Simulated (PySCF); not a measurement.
# C2H3F2In (SMILES C=[CH][In]([F])[F]) at 3 levels

Wanted: a comparison of 3 runs (B3LYP/STO-3G, SVWN5/3-21G, MP2/def2-SVP) of C2H3F2In. The job is set up through a Python script.

The calculation is run with PySCF 2.14.0.

## 1. The molecule

C2H3F2In: 8 atoms, total charge 0, spin state singlet. SMILES: `C=[CH][In]([F])[F]`. The coordinates come from a PBE0-D4/def2-TZVP relaxation.

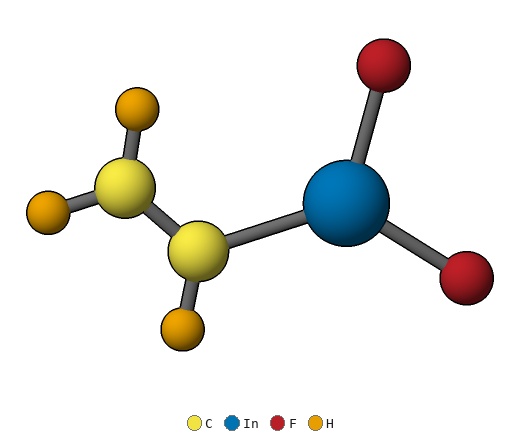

Viewed from a chosen angle; carbon yellow, indium blue, fluorine red, hydrogen amber.

## 2. Energy and gradient at B3LYP/STO-3G (run 1)

Contents of job.py:

```python
import pyscf.grad
from pyscf import gto, dft

mol = gto.M(
    atom='''
C        0.046500       0.937600       1.199900
C       -0.561400      -0.067600       0.580500
In       0.154000      -0.799000      -1.252300
F       -0.524700      -2.232000      -2.367400
F        1.723600      -0.057900      -2.128300
H       -0.324800       1.318600       2.148900
H        0.930100       1.428000       0.803500
H       -1.443200      -0.527800       1.015100
''',
    verbose=4,
    max_memory=1860,
    basis='sto-3g',
)

mf = dft.RKS(mol)
mf.xc = 'b3lyp'
mf.grids.level = 5
mf.conv_tol = 1e-10
mf.kernel()
if not mf.converged:
    mf = mf.newton().run(mf.mo_coeff, mf.mo_occ)

e_tot = mf.e_tot
print('Final energy', e_tot)
grad = mf.Gradients().kernel()
dip = mf.dip_moment()
pop, q = mf.mulliken_pop()
```

On the command line:

```bash
OMP_NUM_THREADS=1 python job.py
```

The program printed:

```text
PySCF version 2.14.0

[... 78 lines left out ...]
converged SCF energy = -5958.68364900702
Final energy -5958.683649007024
[... 12 lines left out ...]
Dipole moment(X, Y, Z, Debye): -0.39981, -0.00284,  0.47225
[... 59 lines left out ...]
charge of    7H =      0.05946
```

Run time: 38 s. Hardware: 1 thread of Intel Xeon at 2.50GHz (Skylake/Cascade Lake), shared host; peak memory 0.53 GiB.

## 3. Energy and forces at SVWN5/3-21G (run 2)

Contents of calc.py:

```python
import pyscf.grad
from pyscf import gto, dft

system = gto.M(
    atom='''
C    0.046500   0.937600   1.199900
C   -0.561400  -0.067600   0.580500
In   0.154000  -0.799000  -1.252300
F   -0.524700  -2.232000  -2.367400
F    1.723600  -0.057900  -2.128300
H   -0.324800   1.318600   2.148900
H    0.930100   1.428000   0.803500
H   -1.443200  -0.527800   1.015100
''',
    max_memory=1860,
    basis='3-21g',
    verbose=4,
)

calc0 = dft.RKS(system, xc='svwn')
calc0.grids.level = 5
calc0.conv_tol = 1e-10
calc0.kernel()
if not calc0.converged:
    calc0 = calc0.newton().run(calc0.mo_coeff, calc0.mo_occ)

e_final = calc0.e_tot
print(f'total energy: {e_final:.8f} hartree')
grad = calc0.Gradients().kernel()
calc0.analyze()
```

On the command line:

```bash
OMP_NUM_THREADS=1 python calc.py
```

The program printed:

```text
PySCF version 2.14.0

[... 107 lines left out ...]
MO #3   energy= -133.514389156647  occ= 2
[... 13 lines left out ...]
MO #17  energy= -9.75179425938398  occ= 2
[... 13 lines left out ...]
MO #31  energy= -0.525482877729644 occ= 2
[... 13 lines left out ...]
MO #45  energy= 0.0166169781752377 occ= 0
[... 13 lines left out ...]
MO #59  energy= 0.775687583410074  occ= 0
[... 13 lines left out ...]
MO #73  energy= 3.15713718735863   occ= 0
[... 84 lines left out ...]
Dipole moment(X, Y, Z, Debye): -1.15653,  1.25987,  3.06455
```

Run time: 24 s. Hardware: 1 thread of Intel Xeon at 2.50GHz (Skylake/Cascade Lake), shared host; peak memory 0.41 GiB.

## 4. Energy and forces at MP2/def2-SVP (core potential) (run 3)

Contents of mol.xyz:

```xyz
8

C      0.046500     0.937600     1.199900
C     -0.561400    -0.067600     0.580500
In     0.154000    -0.799000    -1.252300
F     -0.524700    -2.232000    -2.367400
F      1.723600    -0.057900    -2.128300
H     -0.324800     1.318600     2.148900
H      0.930100     1.428000     0.803500
H     -1.443200    -0.527800     1.015100
```

Contents of input.py:

```python
# C=[CH][In]([F])[F]
from pyscf import gto, mp

mol = gto.M(
    atom='mol.xyz',
    verbose=4,
    max_memory=1860,
    basis='def2-svp',
    ecp={'In': 'def2-svp'},
)

calc0 = mol.RHF()
calc0.conv_tol = 1e-10
calc0.kernel()
if not calc0.converged:
    calc0 = calc0.newton().run(calc0.mo_coeff, calc0.mo_occ)

pt = mp.MP2(calc0, frozen=8).run()
e_final = pt.e_tot
print('E(%s) = %.9f' % ('MP2', e_final))
grad = pt.nuc_grad_method().kernel()
calc0.analyze()
```

On the command line:

```bash
OMP_NUM_THREADS=1 python input.py
```

The program printed:

```text
PySCF version 2.14.0

[... 101 lines left out ...]
MO #7   energy= -3.67687746477478  occ= 2
[... 17 lines left out ...]
MO #25  energy= -0.550466092393234 occ= 2
[... 17 lines left out ...]
MO #43  energy= 0.555807718956972  occ= 0
[... 17 lines left out ...]
MO #61  energy= 1.59444518178945   occ= 0
[... 17 lines left out ...]
MO #79  energy= 2.75687728822455   occ= 0
[... 17 lines left out ...]
MO #97  energy= 61.6594110577716   occ= 0
[... 108 lines left out ...]
Dipole moment(X, Y, Z, Debye): -1.66472,  1.73546,  4.30976
```

It took 39 s on 1 thread of Intel Xeon at 2.50GHz (Skylake/Cascade Lake), shared host; peak memory 0.91 GiB.

## 5. All runs side by side

```csv
run,level,integration grid,core potential,energy (Eh),dipole moment (D) of the reference,HOMO energy (eV),LUMO energy (eV),wall time
1,B3LYP/STO-3G,5,–,-5958.683649,0.62,-3.50,2.02,38 s
2,SVWN5/3-21G,5,–,-5986.127707,3.51,-6.80,-2.23,24 s
3,MP2/def2-SVP (core potential),–,def2-svp,-466.087900,4.94,-11.40,1.17,39 s
```

## 6. Results

| quantity | value |
| --- | --- |
| run 3: total energy | -466.08790 Eh |
| run 3: dipole moment (Hartree–Fock density) | 4.94 D |
| run 3: HOMO energy (Hartree–Fock orbitals) | -11.40 eV |
| run 3: LUMO energy (Hartree–Fock orbitals) | 1.17 eV |
| run 3: HOMO–LUMO gap (Hartree–Fock orbitals) | 12.57 eV |
| run 3: correlation energy (8 core orbitals frozen) | -722.7 mEh |
| run 3: largest force on an atom | 1.005 eV/Å |

Totals of different functionals can't be ranked against each other. Some runs of one species differ in core potentials or relativity; totals across that change don't compare. In run 1 the basis is minimal, so the values are rough. In runs 1, 2 relativity is left out where basis or elements ask for it. All runs together took 1.7 min, the longest 39 s.
